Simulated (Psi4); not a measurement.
# Frequency calculation, with input and output: PNH$_{4}$ (part 2 of 3)

Continued. System: PNH$_{4}$, SMILES N=[PH3]. Method: SVWN-RPA/6-31G, RKS (Psi4 1.11). The geometry was optimised with SVWN-RPA/6-31G.

Geometry of the input (Å):
```
N  0.6576  -0.7617  0.9359
P  -0.1738  0.2443  -0.1086
H  1.0811  -1.5825  0.4579
H  -1.3915  -0.1591  -0.8489
H  0.4669  1.0083  -1.2038
H  -0.6890  1.3101  0.6991
```

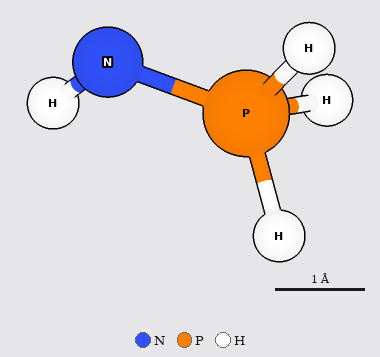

*The structure as given in the input (ball-and-stick view, seen at a tilt).*

What the program printed, continued
```
    Slater exchange
    Vosko, Wilk & Nusair (VWN5_RPA)

    Deriv               =              1
    GGA                 =          FALSE
    Meta                =          FALSE

    Exchange Hybrid     =          FALSE
    MP2 Hybrid          =          FALSE

   => Exchange Functionals <=

    1.0000         XC_LDA_X

   => Correlation Functionals <=

    1.0000   XC_LDA_C_VWN_RPA

   => LibXC Density Thresholds  <==

    XC_LDA_C_VWN_RPA:  1.00E-15
    XC_LDA_X:  1.00E-15

   => Molecular Quadrature <=

    Radial Scheme          =       TREUTLER
    Pruning Scheme         =           NONE
    Nuclear Scheme         =       TREUTLER

    Blocking Scheme        =         OCTREE
    BS radius alpha        =              1
    Pruning alpha          =              1
    Radial Points          =             75
    Spherical Points       =            302
    Total Points           =         130736
    Total Blocks           =           1039
    Max Points             =            255
    Max Functions          =             30
    Weights Tolerance      =       1.00E-15

   => Loading Basis Set <=

    Name: (6-31G AUX)
    Role: JKFIT
    Keyword: DF_BASIS_SCF

  ==> Integral Setup <==

  DFHelper Memory: AOs need 0.003 GiB; user supplied 1.092 GiB.
  SCF_SUBTYPE=INCORE selected. In-core MEM_DF algorithm will be used.
  Using in-core AOs.

  ==> MemDFJK: Density-Fitted J/K Matrices <==

    J tasked:                   Yes
    K tasked:                    No
    wK tasked:                   No
    Memory [MiB]:              1117
    Algorithm:                 Core
    Schwarz Cutoff:           1E-12
    Mask sparsity (%):       0.2222
    Fitting Condition:        1E-10

   => Auxiliary Basis Set <=

  Basis Set: (6-31G AUX)
    Blend: CC-PVDZ-JKFIT
    Number of shells: 96
    Number of basis functions: 311
    Number of Cartesian functions: 311
    Spherical Harmonics?: false
    Max angular momentum: 3

  Cached 100.0% of DFT collocation blocks in 0.026 [GiB].

  Minimum eigenvalue in the overlap matrix is 1.7949468643E-02.
  Reciprocal condition number of the overlap matrix is 4.6689119803E-03.
    Using symmetric orthogonalization.

  ==> Pre-Iterations <==

  SCF Guess: Superposition of Atomic Densities via on-the-fly atomic UHF (no occupation information).

   -------------------------
    Irrep   Nso     Nmo
   -------------------------
     A         30      30
   -------------------------
    Total      30      30
   -------------------------

  ==> Iterations <==

                           Total Energy        Delta E     RMS |[F,P]|

   @DF-RKS iter SAD:  -396.91664230124638   -3.96917e+02   0.00000e+00
   @DF-RKS iter   1:  -396.67386586563356    2.42776e-01   3.04789e-02 ADIIS/DIIS
   @DF-RKS iter   2:  -392.78069323059384    3.89317e+00   6.54546e-02 ADIIS/DIIS
   @DF-RKS iter   3:  -397.02377874178478   -4.24309e+00   1.34039e-02 ADIIS/DIIS
   @DF-RKS iter   4:  -397.09202651159518   -6.82478e-02   3.43741e-03 ADIIS/DIIS
   @DF-RKS iter   5:  -397.09828236950881   -6.25586e-03   1.86342e-03 ADIIS/DIIS
   @DF-RKS iter   6:  -397.10005215035437   -1.76978e-03   4.38496e-04 ADIIS/DIIS
   @DF-RKS iter   7:  -397.10013687972366   -8.47294e-05   1.08827e-04 ADIIS/DIIS
   @DF-RKS iter   8:  -397.10014387477366   -6.99505e-06   7.72158e-06 DIIS
   @DF-RKS iter   9:  -397.10014390562952   -3.08559e-08   1.26937e-06 DIIS
   @DF-RKS iter  10:  -397.10014390712166   -1.49214e-09   6.53596e-08 DIIS
   @DF-RKS iter  11:  -397.10014390712604   -4.37694e-12   7.72497e-09 DIIS
  Energy and wave function converged.

  ==> Post-Iterations <==

   Electrons on quadrature grid:
      Ntotal   =   25.9999961251 ; deviation = -3.875e-06

    Orbital Energies [Eh]
    ---------------------

    Doubly Occupied:

       1A    -76.079573     2A    -13.849000     3A     -6.374748
       4A     -4.623511     5A     -4.622343     6A     -4.621720
       7A     -0.776724     8A     -0.618528     9A     -0.440828
      10A     -0.404948    11A     -0.394576    12A     -0.232511
      13A     -0.196200

    Virtual:

      14A     -0.046618    15A     -0.002332    16A      0.012906
      17A      0.014073    18A      0.099294    19A      0.210572
      20A      0.213044    21A      0.273975    22A      0.302267
      23A      0.695002    24A      0.729487    25A      0.753002
      26A      0.812644    27A      0.833248    28A      0.855763
      29A      0.892287    30A      1.157218

    Final Occupation by Irrep:
              A
    DOCC [    13 ]
    NA   [    13 ]
    NB   [    13 ]

  @DF-RKS Final Energy:  -397.10014390712604

   => Energetics <=

    Nuclear Repulsion Energy =             61.8850201142551128
    One-Electron Energy =                -670.7501788426204712
    Two-Electron Energy =                 242.0570016330335932
    DFT Exchange-Correlation Energy =     -30.2919868117942244
    Empirical Dispersion Energy =           0.0000000000000000
    VV10 Nonlocal Energy =                  0.0000000000000000
    Total Energy =                       -397.1001439071260393

Computation Completed

Properties will be evaluated at   0.000000,   0.000000,   0.000000 [a0]

Properties computed using the SCF density matrix

 Multipole Moments:

 ------------------------------------------------------------------------------------
     Multipole            Electronic (a.u.)      Nuclear  (a.u.)        Total (a.u.)
 ------------------------------------------------------------------------------------

 L = 1.  Multiply by 2.5417464519 to convert [e a0] to [Debye]
 Dipole X            :          0.0718667           -0.5308017           -0.4589350
 Dipole Y            :         -0.0621791            0.4633621            0.4011830
 Dipole Z            :          0.1721990           -1.2522298           -1.0800308
 Magnitude           :                                                    1.2401757

 ------------------------------------------------------------------------------------

	total time  =          2 seconds =       0.03 minutes

         ------------------------------------------------------------
                                   SCF HESS
         ------------------------------------------------------------

  ==> Geometry <==

    Molecular point group: c1
    Full point group: C1

    Geometry (in Bohr), charge = 0, multiplicity = 1:

       Center              X                  Y                   Z               Mass
    ------------   -----------------  -----------------  -----------------  -----------------
         N            1.115960677498    -1.342284339144     1.427773893010    14.003074004430
         P           -0.455278572502     0.558740460856    -0.546062056990    30.973761998420
         H            1.916235117498    -2.893422569144     0.524443223010     1.007825032230
         H           -2.756364052502    -0.203539159144    -1.944882686990     1.007825032230
         H            0.755497307498     2.002375940856    -2.615554046990     1.007825032230
         H           -1.428716182502     2.572831350856     0.980277293010     1.007825032230

  Nuclear repulsion =   61.885020114255113

  ==> Basis Set <==

  Basis Set: 6-31G
    Blend: 6-31G
    Number of shells: 20
    Number of basis functions: 30
    Number of Cartesian functions: 30
    Spherical Harmonics?: false
    Max angular momentum: 1

  ==> DFT Potential <==

   => LibXC <=

    Version 7.1.2

   => Composite Functional: SVWN <=

    Slater exchange
    Vosko, Wilk & Nusair (VWN5_RPA)

    Deriv               =              1
    GGA                 =          FALSE
    Meta                =          FALSE

    Exchange Hybrid     =          FALSE
    MP2 Hybrid          =          FALSE

   => Exchange Functionals <=

    1.0000         XC_LDA_X

   => Correlation Functionals <=

    1.0000   XC_LDA_C_VWN_RPA

   => LibXC Density Thresholds  <==

    XC_LDA_C_VWN_RPA:  1.00E-15
    XC_LDA_X:  1.00E-15

   => Molecular Quadrature <=

    Radial Scheme          =       TREUTLER
    Pruning Scheme         =           NONE
    Nuclear Scheme         =       TREUTLER

    Blocking Scheme        =         OCTREE
    BS radius alpha        =              1
    Pruning alpha          =              1
    Radial Points          =             75
    Spherical Points       =            302
    Total Points           =         130736
    Total Blocks           =           1039
    Max Points             =            255
    Max Functions          =             30
    Weights Tolerance      =       1.00E-15

  ==> DFJKGrad: Density-Fitted SCF Gradients <==

    Gradient:                    2
    J tasked:                  Yes
    K tasked:                   No
    wK tasked:                  No
    Integrals threads:           1
    Memory [MiB]:             1144
    Schwarz Cutoff:          1E-12
    Fitting Condition:       1E-10

   => Auxiliary Basis Set <=

  Basis Set: (6-31G AUX)
    Blend: CC-PVDZ-JKFIT
    Number of shells: 96
    Number of basis functions: 311
    Number of Cartesian functions: 311
    Spherical Harmonics?: false
    Max angular momentum: 3

  DFHelper Memory: AOs need 0.003 GiB; user supplied 1.341 GiB.
  SCF_SUBTYPE=INCORE selected. In-core MEM_DF algorithm will be used.
  Using in-core AOs.

  ==> MemDFJK: Density-Fitted J/K Matrices <==

    J tasked:                   Yes
    K tasked:                   Yes
    wK tasked:                   No
    Memory [MiB]:              1373
    Algorithm:                 Core
    Schwarz Cutoff:           1E-12
    Mask sparsity (%):       0.2222
    Fitting Condition:        1E-10

   => Auxiliary Basis Set <=

  Basis Set: (6-31G AUX)
    Blend: CC-PVDZ-JKFIT
    Number of shells: 96
    Number of basis functions: 311
    Number of Cartesian functions: 311
    Spherical Harmonics?: false
    Max angular momentum: 3

   ==> Coupled-Perturbed RKS Solver <==

    Maxiter             =         100
    Convergence         =   1.000E-06
    Number of equations =          18
   -----------------------------------------------------
     Iter   Residual RMS      Max RMS  Remain  Time [s]
   -----------------------------------------------------
        1      1.254e+00    1.448e+00      18         2
        2      2.548e-01    3.655e-01      18         2
        3      4.443e-02    5.800e-02      18         3
        4      9.370e-03    1.391e-02      18         4
        5      1.713e-03    2.561e-03      18         5
        6      2.730e-04    4.802e-04      18         5
        7      3.892e-05    5.265e-05      18         6
        8      5.113e-06    8.629e-06      18         7
        9      8.766e-07    1.352e-06       6         8
       10      5.328e-07    1.177e-07       0         8
  ## Total Hessian (Symmetry 0) ##
  Irrep: 1 Size: 18 x 18

                 1                   2                   3                   4                   5

    1     0.16912049014751    -0.23177239652876    -0.00017753663321    -0.09687373491923     0.08728947525862
    2    -0.23177239652876     0.40647150579960     0.04391277102829     0.09679546319351    -0.15216869401898
    3    -0.00017753663321     0.04391277102829     0.16650829475318    -0.04235265418941     0.04887501157848
    4    -0.09687373491923     0.09679546319351    -0.04235265418941     0.27224896367648    -0.09690457630023
    5     0.08728947525862    -0.15216869401898     0.04887501157848    -0.09690457630023     0.34339180807631
    6    -0.07350540028550     0.09852025091433    -0.08896273901754     0.04607244970823    -0.04450936215062
    7    -0.07292247562897     0.12256467835010     0.05218074224900    -0.01231660060737     0.01393537828900
    8     0.13332302293918    -0.25030707017906    -0.10425667392851     0.00280381373328    -0.01565573001007
    9     0.08739637982554    -0.16036943687940    -0.07507526404377    -0.02742118867580     0.03882697249579
   10    -0.00184261712369     0.00071642237342    -0.00813573957659    -0.10576308780913    -0.02626420748874
   11     0.00543822146437     0.00857987569159     0.00334277881218    -0.02047266830343    -0.04369736339019
   12    -0.00781053690748     0.00050121309229    -0.00334490684045    -0.04814322990645    -0.01306227598760
   13     0.00902303675754     0.00183794705531    -0.00348522320295    -0.05519034053855    -0.01898496240514
   14    -0.00183108087816     0.00042792299159     0.00895061549187    -0.02392110726648    -0.06124490261059
   15    -0.00035609029869     0.00628041507658    -0.00604334693379     0.03625918277016     0.04462764768827
   16    -0.00668204865074     0.00951333400626     0.00202370157325    -0.04536312348262     0.04095175652943
   17     0.00720803603493    -0.01284049582239    -0.00076562422441     0.04172182519842    -0.11390774879266
   18    -0.00549407935871     0.01121454566513     0.00698417119283     0.03558171035941    -0.07476862761421

                 6                   7                   8                   9                  10

    1    -0.07350540028550    -0.07292247562897     0.13332302293918     0.08739637982554    -0.00184261712369
    2     0.09852025091433     0.12256467835010    -0.25030707017906    -0.16036943687940     0.00071642237342
    3    -0.08896273901754     0.05218074224900    -0.10425667392851    -0.07507526404377    -0.00813573957659
    4     0.04607244970823    -0.01231660060737     0.00280381373328    -0.02742118867580    -0.10576308780913
    5    -0.04450936215062     0.01393537828900    -0.01565573001007     0.03882697249579    -0.02626420748874
    6     0.29738341620336     0.00904467643901    -0.01928427348377    -0.02125083190939    -0.04676713146746
    7     0.00904467643901     0.08161252696610    -0.13806727372497    -0.05927968373195     0.00085221267443
    8    -0.01928427348377    -0.13806727372497     0.26347519277905     0.12158742133099    -0.00055631582739
    9    -0.02125083190939    -0.05927968373195     0.12158742133099     0.09513600182766     0.00118880705771
   10    -0.04676713146746     0.00085221267443    -0.00055631582739     0.00118880705771     0.10967690073013
   11    -0.01011072211236     0.00010052675239     0.00167993739387     0.00046105342883     0.03218156235329
   12    -0.05597082324759     0.00059377510503    -0.00028930129319     0.00056600205524     0.05268685793744
   13     0.03207957092182     0.00107863229041    -0.00048188288995    -0.00098776770434    -0.00740287862530
   14     0.04613932059882    -0.00100851427868     0.00093787720115    -0.00065932242617    -0.00755150961885
   15    -0.08898588282061     0.00005657476446    -0.00061391140933     0.00106910730527    -0.00085198155271
   16     0.03307226708462     0.00169908580487     0.00298339698628    -0.00089627081061     0.00445576975133
   17    -0.07076606381288     0.00248001543203    -0.00013195116337     0.00015183083802     0.00151174200887
   18    -0.08551077015338    -0.00259565287443     0.00285501208097    -0.00044203260705     0.00189185243674

                11                  12                  13                  14                  15
```
